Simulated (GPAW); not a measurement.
**Quasiparticle gap of Ga2O3 (C2/m) in GPAW**

Aim: the G0W0 gap of Ga2O3 (C2/m) on PBE, step by step.

Main program and level: GPAW 26.7.0; PBE and many-body steps on it, plane waves.

**Experimental background.**

- Gap 4.96 eV: direct optical gap from Tauc plot, film annealed at 800 C; UV-Vis transmission and reflection, Tauc plot; film (80 nm PE-ALD film on sapphire, annealed in O2 at 800 C for 15 min) on sapphire (“Investigation of Ga2O3-Based Deep Ultraviolet Photodetectors Using Plasma-Enhanced Atomic Layer Deposition System”, 2020, pmc:7662978).

- Gap 4.5 eV: optical absorption edge from ellipsometry; spectroscopic ellipsometry; film (oxidised 75 nm GaSe layer, annealed at 800 C in oxygen) on Al2O3 (“Thin Ga2O3 Layers by Thermal Oxidation of van der Waals GaSe Nanostructures for Ultraviolet Photon Sensing”, 2024, pmc:11320379).

- Gap 4.88 eV: optical direct gap from Tauc plot; optical transmission, Tauc plot; film (as-deposited 50 nm PLD film, (-201) oriented) on c-plane sapphire (“beta-phase (AlxGa1-x)2O3 thin film with Al composition more than 70%”, 2020, arxiv:2005.05799).

- Gap 4.98 eV: direct optical gap from Tauc plot, film annealed at 900 C; UV-Vis transmission and reflection, Tauc plot; film (80 nm PE-ALD film on sapphire, annealed in O2 at 900 C for 15 min) on sapphire (“Investigation of Ga2O3-Based Deep Ultraviolet Photodetectors Using Plasma-Enhanced Atomic Layer Deposition System”, 2020, pmc:7662978).

- Gap 4.89 eV: direct optical gap from Tauc plot, N2-annealed; optical transmittance, Tauc extrapolation; film (RF-sputtered polycrystalline film, 120 nm, annealed at 800 C for 40 min in N2) on 4H-SiC (“Influence of Annealing Atmosphere on the Characteristics of Ga2O3/4H-SiC n-n Heterojunction Diodes”, 2020, pmc:7013600).

This is a selection; 6 further reports are not listed.

## 1. The starting structure

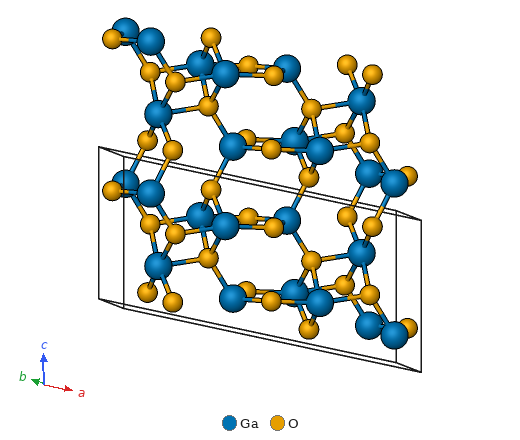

Start, viewed slightly off an axis; gallium blue, oxygen orange. 1×1×2 cells are drawn. This picture shows the conventional cell, with its axes. Some periodic images of atoms are drawn too.

As a file:

```cif
data_structure
_symmetry_space_group_name_H-M 'P 1'
_symmetry_Int_Tables_number 1
_cell_length_a 6.2930
_cell_length_b 6.2930
_cell_length_c 5.7981
_cell_angle_alpha 103.414
_cell_angle_beta 103.414
_cell_angle_gamma 27.928
_cell_volume 104.42
loop_
_atom_site_label
_atom_site_type_symbol
_atom_site_fract_x
_atom_site_fract_y
_atom_site_fract_z
_atom_site_occupancy
Ga1 Ga 0.09050 0.09050 0.79460 1
Ga2 Ga 0.90950 0.90950 0.20540 1
Ga3 Ga 0.65866 0.65866 0.31402 1
Ga4 Ga 0.34134 0.34134 0.68598 1
O5 O 0.16450 0.16450 0.10980 1
O6 O 0.83550 0.83550 0.89020 1
O7 O 0.17330 0.17330 0.56320 1
O8 O 0.82670 0.82670 0.43680 1
O9 O 0.49590 0.49590 0.25660 1
O10 O 0.50410 0.50410 0.74340 1
```

The cell and positions come from the Crystallography Open Database and are kept as given unless a step says otherwise.

## 2. Ground state

This step: GPAW 26.7.0; DFT, PBE, plane waves, PAW.

The ground-state density comes first.

File run.py:

```python
import json
import numpy as np
from gpaw.mpi import world
from ase import Atoms
from gpaw import GPAW, PW, FermiDirac

atoms = Atoms(['Ga', 'Ga', 'Ga', 'Ga', 'O', 'O', 'O', 'O', 'O', 'O'],
    cell=[[6.1070000000, -1.5185500000, 0.0000000000],
      [6.1070000000, 1.5185500000, 0.0000000000],
      [-1.3859888959, 0.0000000000, 5.6300087380]],
    scaled_positions=[[0.0905000000, 0.0905000000, 0.7946000000],
      [0.9095000000, 0.9095000000, 0.2054000000],
      [0.6586600000, 0.6586600000, 0.3140200000],
      [0.3413400000, 0.3413400000, 0.6859800000],
      [0.1645000000, 0.1645000000, 0.1098000000],
      [0.8355000000, 0.8355000000, 0.8902000000],
      [0.1733000000, 0.1733000000, 0.5632000000],
      [0.8267000000, 0.8267000000, 0.4368000000],
      [0.4959000000, 0.4959000000, 0.2566000000],
      [0.5041000000, 0.5041000000, 0.7434000000]],
    pbc=(True, True, True))
calc = GPAW(mode=PW(600),
    xc='PBE',
    kpts={'size': (8, 8, 4), 'gamma': True},
    occupations=FermiDirac(0.001),
    nbands=-11,
    convergence={'density': 1e-6, 'bands': -3},
    maxiter=100,
    txt='gs.txt')
atoms.calc = calc
res = {'energy': atoms.get_potential_energy()}
kpts = calc.get_ibz_k_points()
res['kpts'] = kpts
res['eigenvalues'] = [calc.get_eigenvalues(kpt=k) for k in range(len(kpts))]
res['n_electrons'] = calc.get_number_of_electrons()
calc.write('gs.gpw')

if world.rank == 0:
    with open('result.json', 'w') as f:
        json.dump(res, f, default=lambda x: x.tolist())
```

The run is started by

```
> mpirun -n 8 gpaw python run.py
```

Log:

```text
__  _  _
 | _ |_)|_||  |
 |__||  | ||/\| - 26.7.0

Input parameters:
  mode=PW(ecut=600.0),
  convergence={'density': 1e-06, 'bands': -3},
  kpts=MonkhorstPack(size=(8, 8, 4), gamma=True),
  maxiter=100,
  nbands=-11,
  occupations=Occupations(name='fermi-dirac', width=0.001, fixmagmom=False),
  xc=XC(name='PBE')
  [... matrices ...]
Diagonalizing LCAO Hamiltonian
Converting LCAO to pw mode

                             O
       Ga          O
               Ga
          O                   O
                         Ga
                     O           Ga
           O

Atoms  # Å, Bohr magnetons
|   | symbol |         x |         y |        z |    initial magnetic moments |
| 0 |     Ga |  0.004060 | -0.000000 | 4.473605 | ( 0.0000,  0.0000,  0.0000) |
| 1 |     Ga | 10.823951 |  0.000000 | 1.156404 | ( 0.0000,  0.0000,  0.0000) |
| 2 |     Ga |  7.609645 |  0.000000 | 1.767935 | ( 0.0000,  0.0000,  0.0000) |
| 3 |     Ga |  3.218366 | -0.000000 | 3.862073 | ( 0.0000,  0.0000,  0.0000) |
| 4 |      O |  1.857021 | -0.000000 | 0.618175 | ( 0.0000,  0.0000,  0.0000) |
| 5 |      O |  8.970990 | -0.000000 | 5.011834 | ( 0.0000,  0.0000,  0.0000) |
| 6 |      O |  1.336097 | -0.000000 | 3.170821 | ( 0.0000,  0.0000,  0.0000) |
| 7 |      O |  9.491914 |  0.000000 | 2.459188 | ( 0.0000,  0.0000,  0.0000) |
| 8 |      O |  5.701278 | -0.000000 | 1.444660 | ( 0.0000,  0.0000,  0.0000) |
| 9 |      O |  5.126733 |  0.000000 | 4.185348 | ( 0.0000,  0.0000,  0.0000) |

Unit cell  # Å
| periodic |         x |         y |        z |  lengths |     angles |
|      yes |  6.107000 | -1.518550 | 0.000000 | 6.292968 | 103.413542 |
|      yes |  6.107000 |  1.518550 | 0.000000 | 6.292968 | 103.413542 |
|      yes | -1.385989 |  0.000000 | 5.630009 | 5.798100 |  27.927628 |

Number of symmetries: 4
Symmetry operations  # r_c * U_cc + t_c -> r_c
|   | kind |            matrix            |
| 0 |  E   |  1, 0, 0,  0, 1, 0,  0, 0, 1 |
| 1 |  σ   |  0, 1, 0,  1, 0, 0,  0, 0, 1 |
| 2 |  C2  |  0,-1, 0, -1, 0, 0,  0, 0,-1 |
| 3 |  i   | -1, 0, 0,  0,-1, 0,  0, 0,-1 |

BZ-sampling:
  Number of BZ points: 256
  Number of IBZ points: 78

  Monkhorst-Pack size: [8, 8, 4]
  Monkhorst-Pack shift: [0.0625, 0.0625, 0.125]

K-points  # in reciprocal-cell coordinates
|     |                                coordinates |     weight |
|   0 | (  0.00000000,   0.00000000,   0.00000000) | 0.00390625 |
|   1 | (  0.00000000,   0.00000000,   0.25000000) | 0.00781250 |
|   2 | (  0.00000000,   0.00000000,   0.50000000) | 0.00390625 |
|   3 | (  0.12500000,  -0.12500000,   0.00000000) | 0.00781250 |
|   4 | (  0.12500000,  -0.12500000,   0.25000000) | 0.01562500 |
|   5 | (  0.12500000,  -0.12500000,   0.50000000) | 0.00781250 |
|   6 | (  0.12500000,   0.00000000,  -0.25000000) | 0.01562500 |
|   7 | (  0.12500000,   0.00000000,   0.00000000) | 0.01562500 |
|   8 | (  0.12500000,   0.00000000,   0.25000000) | 0.01562500 |
|   9 | (  0.12500000,   0.00000000,   0.50000000) | 0.01562500 |
| ... |                                            |            |
|  77 | (  0.50000000,   0.50000000,   0.50000000) | 0.00390625 |

Plane wave coefficients: 3518
Cutoff: 600.0 eV

Spin-components: 1 (collinear spins)
Bands:           35
Projectors:      50
Spin-degeneracy: 2
Datatype:        complex128

  Storage: CPU
  Wave functions: 151_089_120 bytes (18_886_140 per core)
  Projectors: 125_188_128 bytes (15_648_516 per core)
  [... matrices ...]
Parallelization:
  kpt:    8
  domain: 1
  band:   1

Density:
  Valence electrons: 48.0
  Components: 1
  Grid points: [36 36 35]
  Charge: 0.0  # |e|

Potential:
  Grid points: [36 36 35]

species:
  Ga:
    name:    Gallium
    Z:       31.0
    valence: 3
    core:    28
    charge:  0.0  # [|e|]
    compensation charges:
      type: gauss
      rc: 0.37  # [Å]
      lmax: 2
    cutoffs:
      filter: 2.06  # [Å]
      core: 4.17  # [Å]
    projectors
    | kind |    occ | energy [eV] | rcut [Å] |
    |   4s |  2.000 |      -8.945 |    1.164 |
    |   4p |  1.000 |      -2.580 |    1.164 |
    |    s |        |      18.266 |    1.164 |
    |    p |        |      24.631 |    1.164 |
    |    d |        |       0.000 |    1.164 |

    Using partial waves for Ga as LCAO basis

  O:
    name:    Oxygen
    Z:       8.0
    valence: 6
    core:    2
    charge:  0.0  # [|e|]
    compensation charges:
      type: gauss
      rc: 0.21  # [Å]
      lmax: 2
    cutoffs:
      filter: 1.17  # [Å]
      core: 0.83  # [Å]
    projectors
    | kind |    occ | energy [eV] | rcut [Å] |
    |   2s |  2.000 |     -23.961 |    0.688 |
    |   2p |  4.000 |      -9.029 |    0.598 |
    |    s |        |       3.251 |    0.688 |
    |    p |        |      18.182 |    0.598 |
    |    d |        |       0.000 |    0.619 |

    Using partial waves for O as LCAO basis

Reference energy: -223783.799923  # eV

eigensolver:
  PPCG
  Converge bands: -3
  niter=2

density mixing:
  MSR1-Mixer
  Pratt-step length: 0.05
  Maximum mixing coefficient: 0.75
  Old densities: 10
  SVD Regularization: 0.005
  Good broyden scale: 1.0
  Trust region scale: 1.0
  Backstep threshold: 4.0
  History deletion threshold: 6.0
  Fourier metric: weight=20.0, sigma=0.015

occupation numbers:
  Fermi-Dirac:
    width: 0.0010  # eV

poisson solver:
  ecut: 4800.0  # eV

xc functional:
  name: PBE with 2 nearest neighbor stencil

Initialization done in: 3.390 s

convergence criteria:
- Maximum integral of absolute [dens]ity change: 1e-06 electrons / valence electron
- Maximum [total energy] change in last 3 cyles: 0.0005 eV / valence electron
- Maximum integral of absolute [eigenst]ate change: 4e-08 eV^2 / valence electron
maximum number of iterations: 100

SCF iterations
|iter     |     time |      energy | eigst |  dens |
|iter:   1|  |  -68.529567 | +0.29 |       |
|iter:   2|  |  -66.248964 | -1.07 | -0.67 |
|iter:   3|  |  -59.875443 | -0.35 | -0.73 |
|iter:   4|  |  -59.874605 | -2.05 | -1.33 |
|iter:   5|  |  -59.882050c| -2.52 | -1.61 |
|iter:   6|  |  -59.881002c| -3.29 | -2.47 |
|iter:   7|  |  -59.881169c| -4.55 | -2.87 |
|iter:   8|  |  -59.881198c| -4.94 | -3.32 |
|iter:   9|  |  -59.881199c| -5.04 | -4.18 |
|iter:  10|  |  -59.881199c| -5.49 | -4.48 |
|iter:  11|  |  -59.881199c| -6.21 | -4.89 |
|iter:  12|  |  -59.881199c| -6.78 | -5.53 |
|iter:  13|  |  -59.881199c| -6.95 | -6.19c|
|iter:  14|  |  -59.881199c| -7.42c| -6.79c|

Converged in 14 steps
SCF loop duration: 39.121 s (2.794 s/step)
Energy contributions relative to reference atoms: (reference = -223783.799923)
  [... matrices ...]
Energy contributions:
  Kinetic:         153.493002
  Coulomb:        -135.365314
  Zero:              1.370137
  External:          0.000000
  Xc:              -79.379024
  Entropy:          -0.000000
  Spinorbit:         0.000000
  ----------------------------
  Free energy:     -59.881199
  Extrapolated:    -59.881199

dipole moment: (-0.000310, -0.000000, -0.000161)  # |e|*Ang

Fermi level: 5.063
Eigenvalues  # (at kpt = [0.000, 0.000, 0.000])
| band index |      eig [eV] | occ [0-2] |
|          0 |       -13.895 |     2.000 |
|        ... |               |           |
|         16 |         3.269 |     2.000 |
|         17 |         3.409 |     2.000 |
|         18 |         3.987 |     2.000 |
|         19 |         4.232 |     2.000 |
|         20 |         4.304 |     2.000 |
|         21 |         4.532 |     2.000 |
|         22 |         4.721 |     2.000 |
|         23 |         4.994 |     2.000 |
|         24 |         7.453 |     0.000 |
[...]
|         28 |        12.828 |     0.000 |
|         29 |        13.790 |     0.000 |
|         30 |        14.452 |     0.000 |
|         31 |        14.508 |     0.000 |
|        ... |               |           |
|         34 |        17.935 |     0.000 |

Gap: 2.430 eV
Transition (v -> c):
  (s=0, k=74, n=23, [0.50, 0.38, 0.50]) -> (s=0, k=0, n=24, [0.00, 0.00, 0.00])
Direct/indirect transitions are different
Direct gap: 2.460 eV
Transition at: (s=0, k=0, n=23, [0.00, 0.00, 0.00])
# Writing to gs.gpw (mode='')
  [... matrices ...]
```

The job ended after 44 s (8 MPI ranks of Arm Neoverse V2, shared host; peak memory 2.1 GiB; 5.9 min of CPU time).

This step gave:

```
total energy               : -59.8812 eV
gap                        : 2.430 eV
k of the valence top       : 0.5, 0.375, 0.5
k of the conduction bottom : 0, 0, 0
least direct gap           : 2.460 eV
```

The gap is indirect, with the least direct gap 0.03 eV higher.

## 3. Bands along the symmetry lines

Levels along a band path, at the cheap level, show where the edges lie and whether the meshes to come will hold them.

File run.py:

```python
import json
import numpy as np
from gpaw.mpi import world
from gpaw import GPAW

path = [[0.000000, 0.000000, 0.000000],
    [-0.033299, 0.033299, 0.000000],
    [-0.066599, 0.066599, 0.000000],
    [-0.099898, 0.099898, 0.000000],
    [-0.133197, 0.133197, 0.000000],
    [-0.166496, 0.166496, 0.000000],
    [-0.199796, 0.199796, 0.000000],
    [-0.233095, 0.233095, 0.000000],
    [-0.266394, 0.266394, 0.000000],
    [-0.733606, -0.266394, 0.000000],
    [-0.704405, -0.295595, 0.000000],
    [-0.675204, -0.324796, 0.000000],
    [-0.646003, -0.353996, 0.000000],
    [-0.616803, -0.383197, 0.000000],
    [-0.587602, -0.412398, 0.000000],
    [-0.558401, -0.441599, 0.000000],
    [-0.529201, -0.470799, 0.000000],
    [-0.500000, -0.500000, 0.000000],
    [-0.437500, -0.437500, 0.000000],
    [-0.375000, -0.375000, 0.000000],
    [-0.312500, -0.312500, 0.000000],
    [-0.250000, -0.250000, 0.000000],
    [-0.187500, -0.187500, 0.000000],
    [-0.125000, -0.125000, 0.000000],
    [-0.062500, -0.062500, 0.000000],
    [0.000000, 0.000000, 0.000000],
    [-0.062500, -0.062500, 0.062500],
    [-0.125000, -0.125000, 0.125000],
    [-0.187500, -0.187500, 0.187500],
    [-0.250000, -0.250000, 0.250000],
    [-0.312500, -0.312500, 0.312500],
    [-0.375000, -0.375000, 0.375000],
    [-0.437500, -0.437500, 0.437500],
    [-0.500000, -0.500000, 0.500000],
    [-0.530233, -0.469767, 0.500000],
    [-0.560465, -0.439535, 0.500000],
    [-0.590698, -0.409302, 0.500000],
    [-0.620931, -0.379069, 0.500000],
    [-0.651163, -0.348837, 0.500000],
    [-0.681396, -0.318604, 0.500000],
    [-0.711628, -0.288372, 0.500000],
    [-0.741861, -0.258139, 0.500000],
    [-0.258139, 0.258139, 0.500000],
    [-0.225872, 0.225872, 0.500000],
    [-0.193604, 0.193604, 0.500000],
    [-0.161337, 0.161337, 0.500000],
    [-0.129069, 0.129069, 0.500000],
    [-0.096802, 0.096802, 0.500000],
    [-0.064535, 0.064535, 0.500000],
    [-0.032267, 0.032267, 0.500000],
    [0.000000, 0.000000, 0.500000],
    [0.000000, 0.000000, 0.437500],
    [0.000000, 0.000000, 0.375000],
    [0.000000, 0.000000, 0.312500],
    [0.000000, 0.000000, 0.250000],
    [0.000000, 0.000000, 0.187500],
    [0.000000, 0.000000, 0.125000],
    [0.000000, 0.000000, 0.062500],
    [0.000000, 0.000000, 0.000000],
    [-0.500000, 0.000000, 0.500000],
    [-0.437500, 0.000000, 0.437500],
    [-0.375000, 0.000000, 0.375000],
    [-0.312500, 0.000000, 0.312500],
    [-0.250000, 0.000000, 0.250000],
    [-0.187500, 0.000000, 0.187500],
    [-0.125000, 0.000000, 0.125000],
    [-0.062500, 0.000000, 0.062500],
    [0.000000, 0.000000, 0.000000],
    [-0.062500, 0.000000, 0.000000],
    [-0.125000, 0.000000, 0.000000],
    [-0.187500, 0.000000, 0.000000],
    [-0.250000, 0.000000, 0.000000],
    [-0.312500, 0.000000, 0.000000],
    [-0.375000, 0.000000, 0.000000],
    [-0.437500, 0.000000, 0.000000],
    [-0.500000, 0.000000, 0.000000]]
calc = GPAW('gs.gpw').fixed_density(kpts=path,
    symmetry='off',
    nbands=34,
    convergence={'bands': 30},
    txt='bands.txt')
res = {}
kpts = calc.get_ibz_k_points()
res['kpts'] = kpts
res['eigenvalues'] = [calc.get_eigenvalues(kpt=k) for k in range(len(kpts))]
res['n_electrons'] = calc.get_number_of_electrons()

if world.rank == 0:
    with open('result.json', 'w') as f:
        json.dump(res, f, default=lambda x: x.tolist())
```

The run is started by

```
> mpirun -n 8 gpaw python run.py
```

Log:

```text
Diagonalizing LCAO Hamiltonian
Converting LCAO to pw mode
convergence criteria:
- Maximum integral of absolute [eigenst]ate change: 4e-08 eV^2 / valence electron
maximum number of iterations: 100

SCF iterations
|iter     |     time |      energy | eigst |  dens |
|iter:   1|  |             | +0.30 |       |
|iter:   2|  |             | -1.36 |       |
|iter:   3|  |             | -2.42 |       |
[...]
|iter:  10|  |             | -6.73 |       |
|iter:  11|  |             | -7.27 |       |
|iter:  12|  |             | -7.70c|       |
SCF steps: 12
  __  _  _
 | _ |_)|_||  |
 |__||  | ||/\| - 26.7.0

Input parameters:
  mode=PW(ecut=600.0),
  convergence={'bands': 30},
  gpts=array([36, 36, 35]),
  kpts=KPoints(kpts=array([[ 0.      ,  0.      ,  0.      ],
         [-0.033299,  0.033299,  0.      ],
         [-0.066599,  0.066599,  0.      ],
         [-0.099898,  0.099898,  0.      ],
[...]
[-0.5     , -0.5     ,  0.      ],
         [-0.4375  , -0.4375  ,  0.      ],
         [-0.375   , -0.375   ,  0.      ],
[...]
[ 0.      ,  0.      ,  0.      ],
[...]
[-0.064535,  0.064535,  0.5     ],
         [-0.032267,  0.032267,  0.5     ],
         [ 0.      ,  0.      ,  0.5     ],
         [ 0.      ,  0.      ,  0.4375  ],
[...]
[ 0.      ,  0.      ,  0.      ],
[...]
[ 0.      ,  0.      ,  0.      ],
[...]
[-0.375   ,  0.      ,  0.      ],
         [-0.4375  ,  0.      ,  0.      ],
         [-0.5     ,  0.      ,  0.      ]])),
  maxiter=100,
  nbands=34,
  occupations=Occupations(name='fermi-dirac', width=0.001, fixmagmom=False),
  parallel={},
  symmetry=Symmetry(point_group=False, time_reversal=False),
  xc=XC(name='PBE')
  [... matrices ...]
timing:  # [seconds]
  Total: 0.028  # ━━━━━━━━━━━━━━━━━━━━━━━━━━━━━━━━━━━━━━━━━━━━━━━━━━━━━━━━━━━
```

Elapsed: 36 s, on 8 MPI ranks; peak memory 2.2 GiB.

This step gave:

```
gap                        : 2.423 eV
k of the valence top       : -0.5302, -0.4698, 0.5
k of the conduction bottom : 0, 0, 0
least direct gap           : 2.460 eV
```

The gap is 2.423 eV, −0.008 eV from the run before at this level.

The electronic bands at the labelled points (eV, zero at the top of the highest filled band):

```tsv
point	band 21	band 22	band 23	band 24	band 25	band 26	band 27	band 28
Γ	-0.73	-0.50	-0.31	-0.04	2.42	5.74	6.76	6.78
C	-0.95	-0.82	-0.54	-0.14	5.79	6.49	7.00	7.15
jump to C2	-0.95	-0.82	-0.54	-0.14	5.79	6.49	7.00	7.15
Y2	-0.79	-0.77	-0.45	-0.18	4.60	4.85	5.85	6.62
Γ	-0.73	-0.50	-0.31	-0.04	2.42	5.74	6.76	6.78
M2	-0.73	-0.72	-0.61	-0.01	5.22	5.37	6.29	6.56
D	-1.18	-0.92	-0.90	-0.67	6.95	7.02	7.72	8.12
jump to D2	-1.18	-0.92	-0.90	-0.67	6.95	7.02	7.72	8.12
A	-0.69	-0.65	-0.61	-0.33	4.81	4.95	6.77	7.24
Γ	-0.73	-0.50	-0.31	-0.04	2.42	5.74	6.76	6.78
jump to L2	-1.14	-1.08	-0.78	-0.68	6.92	6.96	7.89	8.09
Γ	-0.73	-0.50	-0.31	-0.04	2.42	5.74	6.76	6.78
V2	-0.86	-0.77	-0.53	-0.15	5.66	6.56	7.28	7.51
```

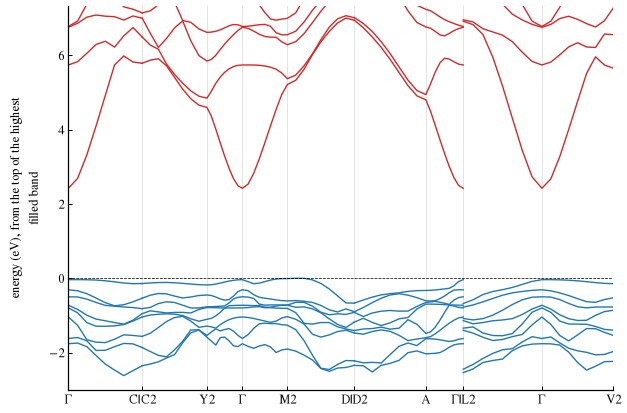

Electronic bands along the path; lines of filled and empty bands in two colours.

## 4. Empty states on the mesh, 4×4×4 mesh, 134 bands

The sums over transitions need many empty states on a uniform mesh; this step solves for them.

File run.py:

```python
import json
import numpy as np
from gpaw.mpi import world
from gpaw import GPAW

calc = GPAW('gs.gpw').fixed_density(kpts={'size': (4, 4, 4), 'gamma': True},
    nbands=156,
    convergence={'bands': 134},
    txt='nscf.txt')
calc.write('full.gpw', mode='all')
res = {}
kpts = calc.get_ibz_k_points()
res['kpts'] = kpts
res['eigenvalues'] = [calc.get_eigenvalues(kpt=k) for k in range(len(kpts))]
res['n_electrons'] = calc.get_number_of_electrons()

if world.rank == 0:
    with open('result.json', 'w') as f:
        json.dump(res, f, default=lambda x: x.tolist())
```

The run is started by

```
> mpirun -n 8 gpaw python run.py
```

Log:

```text
Diagonalizing LCAO Hamiltonian
Converting LCAO to pw mode
convergence criteria:
- Maximum integral of absolute [eigenst]ate change: 4e-08 eV^2 / valence electron
maximum number of iterations: 100

SCF iterations
|iter     |     time |      energy | eigst |  dens |
|iter:   1|  |             | +3.95 |       |
|iter:   2|  |             | +2.69 |       |
|iter:   3|  |             | +1.59 |       |
[...]
|iter:  12|  |             | -6.88 |       |
|iter:  13|  |             | -7.28 |       |
|iter:  14|  |             | -7.86c|       |
SCF steps: 14
  __  _  _
 | _ |_)|_||  |
 |__||  | ||/\| - 26.7.0

Input parameters:
  mode=PW(ecut=600.0),
  convergence={'bands': 134},
  gpts=array([36, 36, 35]),
  kpts=MonkhorstPack(size=(4, 4, 4), gamma=True),
  maxiter=100,
  nbands=156,
  occupations=Occupations(name='fermi-dirac', width=0.001, fixmagmom=False),
  parallel={},
  xc=XC(name='PBE')
# Writing to full.gpw (mode='all')
  [... matrices ...]

timing:  # [seconds]
  Total: 0.078  # ━━━━━━━━━━━━━━━━━━━━━━━━━━━━━━━━━━━━━━━━━━━━━━━━━━━━━━━━━━━
```

It took 63 s on 8 MPI ranks; peak memory 2.4 GiB.

Numbers from this step:

```
gap                                                           : 2.431 eV
k of the valence top                                          : 0.5, 0.5, 0.5
k of the conduction bottom                                    : 0, 0, 0
least direct gap                                              : 2.460 eV
k points computed                                             : 24
lowest point of the top converged band, above the valence top : 51.5475 eV
```

On this mesh the gap is 2.431 eV.

(Continued in part 2 of 2.)

[Paths, hosts, dates, memory and timing lines, banners, echoed tables and standing remarks are left out of the program output.]

[Logs are printed without paths, hosts, clocks, repeated set-up lines and the standing remarks that a program may print on its own settings, such as how far it seeks lower states.]

[Runs of the session that timed out or met a known fault of the program may be left out.]

[Hosts, paths, dates, database ids (printed as entryN), source tags and the programs' standing remarks are cut or masked in the printed files.]
